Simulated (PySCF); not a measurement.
SiHMe2F (C₂H₇FSi).

Computed with PySCF, TPSS/def2-SVPD, geometry: GFN2-xTB. No frequency check shows the geometry to be a minimum.

Geometry (Å), atoms numbered from 1:

```
Si1     -0.0001   -0.0848   -0.3795
H2      -0.0010   -0.3922   -1.8053
C3      -1.5716    0.8008    0.1952
H4      -2.4529    0.2016   -0.0145
H5      -1.6980    1.7562   -0.3041
H6      -1.5526    0.9892    1.2657
C7       1.5717    0.8011    0.1948
H8       2.4587    0.2387   -0.0829
H9       1.5861    0.9182    1.2755
H10      1.6588    1.7895   -0.2447
F11      0.0002   -1.5473    0.3204
```

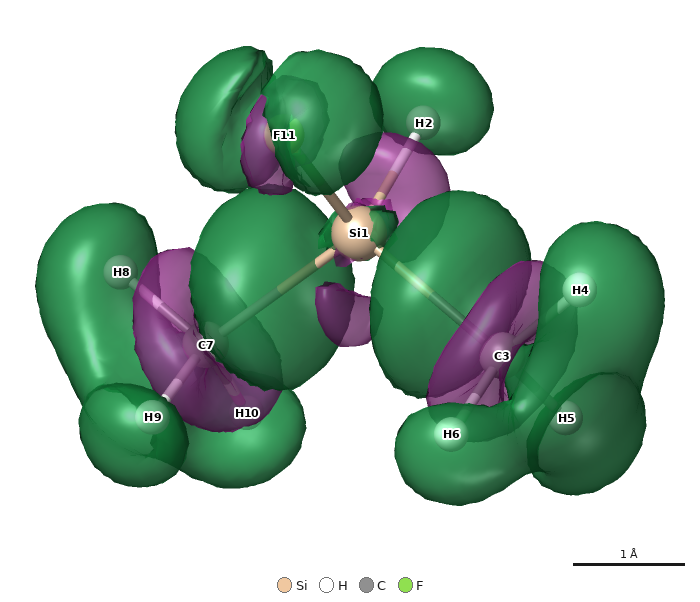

Fukui function f⁻ = ρ(N) − ρ(N−1) at fixed geometry, surfaces at ±0.02 e/Å³ (green positive, purple negative).

Question: Which atoms respond most to the removal of an electron?

Answer: f⁻ (Hirshfeld-condensed) is largest on Si1 (0.15), C3 (0.14) and C7 (0.14); the vertical ionisation energy is 10.67 eV (the stability of the cation's solution wasn't checked). Condensed values hint at sites of electrophilic attack but needn't mark the atom that reacts. Shares this close don't rank the sites. Orbital relaxation makes it negative in places (0.20 e in all).
